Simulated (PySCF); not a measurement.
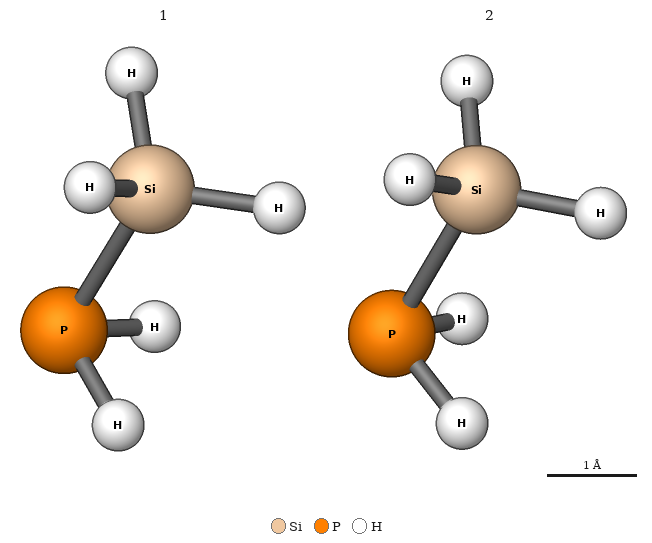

Two geometries of SiPH5, drawn at one scale. One is the start of a relaxation, the other its converged end. A ball-and-stick model, seen from a free direction.

Theory: PBE0-D3(BJ)/def2-SVP geometry optimisation, gas phase in PySCF. 

Question: Which of the two is the end point?

Answer: Structure 1 is the relaxed one. The start comes from GFN2-xTB. Over 7 geometry steps the energy falls by 9.78 kJ/mol. An H atom moves most after the best rigid fit: 0.23 Å. Largest moves by element: H 0.23 Å, P 0.12 Å, Si 0.03 Å. Some distances before and after: H–P 1.383 → 1.430 Å, H–Si 1.462 → 1.494 Å, P–Si 2.237 → 2.267 Å. Among the angles between lasting bonds that change: Si–P–H 95.8° → 93.7°.
